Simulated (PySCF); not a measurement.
C$_{5}$H$_{5}$FO, SMILES `O=CC1(F)C=CC1`.

PySCF calculation, B3LYP/6-31+G*, gas phase; geometry: GFN2-xTB. No frequency check shows the geometry to be a minimum.

Input script:

```python
import numpy as np
from pyscf import gto, scf, dft
from pyscf.prop import nmr
from pyscf.data import nist

def solve(mol, dm0=None, hcore=None):
    mf = (dft.UKS if mol.spin else dft.RKS)(mol, xc='b3lyp')
    mf.grids.level = 3
    mf.conv_tol, mf.max_cycle = 1e-8, 80
    if hcore is not None:
        mf.get_hcore = lambda *args: hcore
    mf.kernel(dm0)
    if not mf.converged:
        mf = mf.newton().run(mf.mo_coeff, mf.mo_occ, max_cycle=30)
    assert mf.converged, 'SCF not converged'
    return mf

mol = gto.M(atom='''
O     -1.84902    -1.09391    -0.03877
C     -1.44808     0.02554     0.09853
C     -0.00390     0.43473     0.00829
F      0.07152     1.80906    -0.06392
C      0.88933    -0.21786     1.04739
C      1.57708    -0.91092     0.14568
C      0.86182    -0.32467    -1.04025
H     -2.11920     0.87433     0.32721
H      0.88435    -0.12901     2.11597
H      2.35846    -1.64420     0.20467
H      1.45661     0.34997    -1.65209
H      0.31077    -1.02228    -1.66812
''', basis='6-31+g*', charge=0, spin=0, verbose=4)
mf = solve(mol)
vxc = nmr.rks.get_vxc_giao  # smaller grid blocks
nmr.rks.get_vxc_giao = lambda *a, **k: vxc(*a, **{**k, 'max_memory': 300})
calc = nmr.RKS(mf)
calc.cphf = True
nuclei = calc.kernel()
mo1 = calc.mo10
# ring centres and points 1 angstrom above and below them
points = np.array([
    [0.8311, -0.2547, 0.0403],
    [1.4798, 0.5050, -0.0059],
    [0.1824, -1.0143, 0.0864],
]) / nist.BOHR
mol.atom_coord = lambda i, unit='Bohr': points[i]
idx = range(len(points))
sigma = (calc.dia(shielding_nuc=idx) + calc.para(mo10=mo1, shielding_nuc=idx)[0]) * nist.ALPHA**2 * 1e6
for p, t in zip(points, sigma):
    print('NICS at %8.4f %8.4f %8.4f  %8.2f ppm' % (*(p * nist.BOHR), -t.trace() / 3))
occ = mf.mo_coeff[:, mf.mo_occ > 0]
dm1 = np.array([mf.mo_coeff @ (2 * x) @ occ.T for x in mo1])
np.savez('result.npz', sigma=sigma, nuclei=nuclei, dm0=mf.make_rdm1(), dm1=dm1, e=mf.e_tot, eps=mf.mo_energy, occ=mf.mo_occ)
```

Launched as:

```sh
OMP_NUM_THREADS=1 python input.py
```

The run took 80 s on 1 thread of AMD EPYC (Zen 3), with other jobs on the host, peak memory 0.92 GiB.

The script gives the values at the ring points; maps and scans were evaluated afterwards from its response orbitals, outside that time.

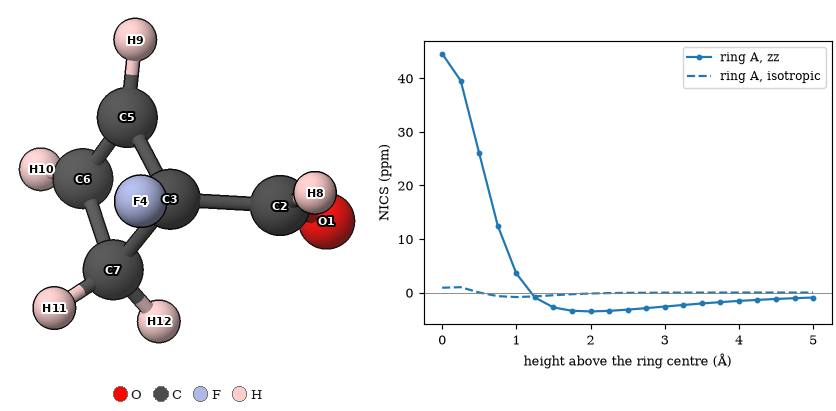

GIAO NICS scans along the ring normals; ring A: 4-membered ring C3/C5/C6/C7.

**What does each scan say about the ring current?**

Ring A is neither clearly shielded nor deshielded above its centre; an sp³ atom breaks the ring's conjugation, so the values mix its σ bonds and separate π bonds and show no closed π ring current: NICSzz reaches +44.6 ppm at 0.00 Å; NICS(0) = +0.9, NICS(1) = −0.8 and −2.7, NICS(1)zz = +3.6 and −0.6 (two faces) ppm.

**What absolute proton shieldings does the same calculation give?**

From 22.0 ppm (H8) to 29.6 ppm (H11).
